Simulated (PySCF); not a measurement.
**GeTe (SMILES [Ge][Te]) at FCI/STO-3G**

Aim: the vertical singlet–triplet gap of GeTe at FCI/STO-3G, from 2 runs. The job is set up through a Python script.

The results are computed with PySCF 2.14.0.

8 further runs of the same task are left out: 8 set aside as unsound or not needed.

### Step 1. The molecule

GeTe has 2 atoms, charge 0, and is taken as a singlet. As SMILES, `[Ge][Te]`. Geometry: the measured bond length.

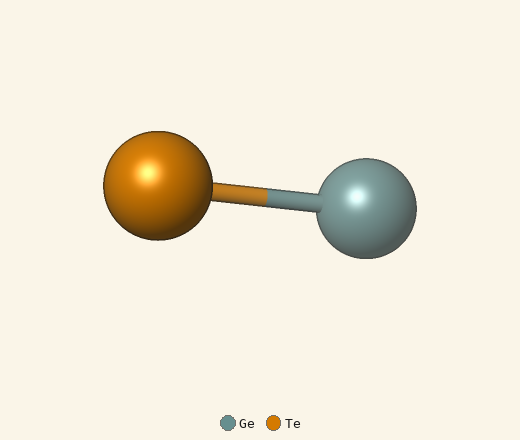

Viewed from a chosen angle; germanium teal, tellurium orange.

### Step 2. A single-point energy at FCI/STO-3G

File calc.py:

```python
from pyscf import gto, scf, mcscf
from pyscf import fci

system = gto.Mole()
system.atom = '''
Ge     0.000000     0.000000     0.000000
Te     0.000000     0.000000     4.422271
'''
system.max_memory = 1860
system.verbose = 3
system.spin = 0
system.unit = 'bohr'
system.basis = 'sto-3g'
system.build()

hf = scf.RHF(system)
hf.conv_tol = 1e-10
hf.kernel()
if not hf.converged:
    hf = hf.newton().run(hf.mo_coeff, hf.mo_occ)

cas = mcscf.CASCI(hf, hf.mo_coeff.shape[-1] - 27, (system.nelec[0] - 27, system.nelec[1] - 27))  # full CI above the frozen core
cas.fcisolver = fci.direct_spin0.FCI(system)  # even spin states alone
cas.kernel()
print('<S^2> = %.4f' % cas.fcisolver.spin_square(cas.ci, cas.ncas, cas.nelecas)[0])
e_final = cas.e_tot
print('E = %.10f Eh' % e_final)
```

Command:

```sh
OMP_NUM_THREADS=1 python calc.py
```

Log:

```text
converged SCF energy = -8598.88773325978
CASCI E = -8598.97009216931  E(CI) = -236.932115087962  S^2 = 0.0000000
<S^2> = 0.0000
E = -8598.9700921693 Eh
```

Run time: 33 s. Hardware: 1 thread of Arm Neoverse V2, shared host; peak memory 0.27 GiB.

### Step 3. The triplet at the same level

File job.py:

```python
from pyscf import gto, scf, mcscf

mol = gto.M(
    atom=[
    ('Ge', (0.000000, 0.000000, 0.000000)),
    ('Te', (0.000000, 0.000000, 2.340165)),
],
    spin=2,
    max_memory=1860,
    verbose=3,
    basis='sto-3g',
)

mf = scf.ROHF(mol)
mf.conv_tol = 1e-10
mf.kernel()
if not mf.converged:
    mf = mf.newton().run(mf.mo_coeff, mf.mo_occ)

cas = mcscf.CASCI(mf, mf.mo_coeff.shape[-1] - 27, (mol.nelec[0] - 27, mol.nelec[1] - 27))  # full CI above the frozen core
cas.fix_spin_(ss=2.0)
cas.kernel()
etot = cas.e_tot
print('E(%s) = %.9f' % ('FCI', etot))
```

Command:

```sh
OMP_NUM_THREADS=1 python job.py
```

Log:

```text
converged SCF energy = -8598.80214635606
CASCI E = -8598.86365853334  E(CI) = -236.841533815699  S^2 = 2.0000000
E(FCI) = -8598.863658533
```

Run time: 47 s. Hardware: 1 thread of Arm Neoverse V2, shared host; peak memory 0.23 GiB.

### Step 4. Results

Level: FCI/STO-3G, 27 core orbitals frozen.

| quantity | value |
| --- | --- |
| singlet: total energy | -8598.97009 Eh |
| singlet: dipole moment (Hartree–Fock density) | 3.20 D |
| singlet: HOMO energy (Hartree–Fock orbitals) | -6.10 eV |
| singlet: LUMO energy (Hartree–Fock orbitals) | 4.01 eV |
| singlet: HOMO–LUMO gap (Hartree–Fock orbitals) | 10.11 eV |
| singlet: correlation energy (27 core orbitals frozen) | -82.4 mEh |
| triplet: total energy | -8598.86366 Eh |
| triplet: dipole moment (Hartree–Fock density) | 3.97 D |
| triplet: correlation energy (27 core orbitals frozen) | -61.5 mEh |
| vertical energy of the triplet above the singlet | 2.896 eV |

What this shows: At this shape the triplet lies 2.90 eV (279 kJ/mol) above the singlet. In a minimal basis such a difference can be off by several eV, whatever the method. Relativity is left out (singlet) although the molecule holds a heavy atom. Relativity is left out (triplet) although the molecule holds a heavy atom.
